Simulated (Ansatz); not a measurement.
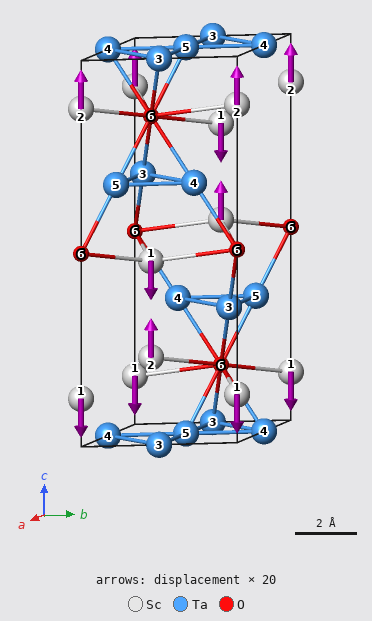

This is a relaxation of crystalline Sc₂Ta₃O (a generated structure, set up in R-3m) (coarse preliminary run). The starting structure is drawn; purple arrows show the displacements (the part carried along by the change of the cell is left out), 20 times their true length.

Style: ball-and-stick. Shown: the conventional cell (3 times the calculation's cell), slightly off an axis. Lengths and directions refer to the drawn axes.

Computed with Ansatz, DFT PBE, scalar-relativistic, plane waves, PAW.

Input file:
```yaml
crystal:
  lattice:
    - [2.61562656, 1.5101327, 4.29795851]
    - [-2.61562656, 1.5101327, 4.29795851]
    - [0.0, -3.0202654, 4.29795851]
  atoms:
    - { symbol: Sc, position: [0.12468, 0.12468, 0.12468] }
    - { symbol: Sc, position: [0.87532, 0.87532, 0.87532] }
    - { symbol: Ta, position: [0.0, 0.5, 0.5] }
    - { symbol: Ta, position: [0.5, 0.5, 0.0] }
    - { symbol: Ta, position: [0.5, 0.0, 0.5] }
    - { symbol: O, position: [0.5, 0.5, 0.5] }
basis:
  ecutwfc: 420
kpoints:
  mp_grid: { grid: [6, 6, 6] }
hamiltonian:
  xc: pbe
scf:
  occupations: { method: gaussian, width: 0.1 }
  lower_state_search: "off"
output:
  forces: true
  stress: true
  eigenvalues: true
relax:
  adjacent_minimum: "off"
  f_tol: 0.04
  max_steps: 70
  cell: { stress_tol: 0.4 }
```

Command:
```bash
ansatz run input.yaml --threads 1 --pin off --max-ram 2560MiB --backend cpu --events-out ev --progress --plain --runs-dir out
```

What did the optimiser do to the structure, and how much energy did it gain?

The energy falls by 178 meV per atom in 10 accepted moves (13 points after the start). Largest force component: 0.04 eV/Å at the start, 0.0021 eV/Å at the end. The pressure goes from 12.70 to 0.04 GPa. The line search rejected the trial step at point 8 of the run. The SCF was repeated twice at an unchanged geometry on a basis and grid sized afresh for the cell, which shifted the energy by 12.1 meV per atom at most. The largest moves relative to the cell, 0.066 Å, are those of Sc1 and Sc2. Sc2 goes along +c. Ta and O stay in place. Cell: a = b 5.231 → 5.960 Å (+13.9 %), c 12.894 → 9.944 Å (−22.9 %). Volume +0.1 %. Near-neighbour distances that change, for instance: Sc1–Sc2 3.215 → 2.348 Å, Sc1–O6 3.068 → 3.475 Å, Sc1–Sc2 (another image) 3.208 → 3.574 Å, Ta3–Ta4 2.616 → 2.980 Å. Among the angles between lasting bonds that change: Ta3–O6–Ta4 120.3° → 102.8°, Ta3–O6–Ta4 59.7° → 77.2°, Ta3–Ta5–O6 119.9° → 128.6°. The space group stays R-3m (No. 166). The run took 2.9 min on 1 thread of Intel(R) Xeon(R) Processor @ 2.70GHz, on a shared host, peak memory 0.48 GiB.
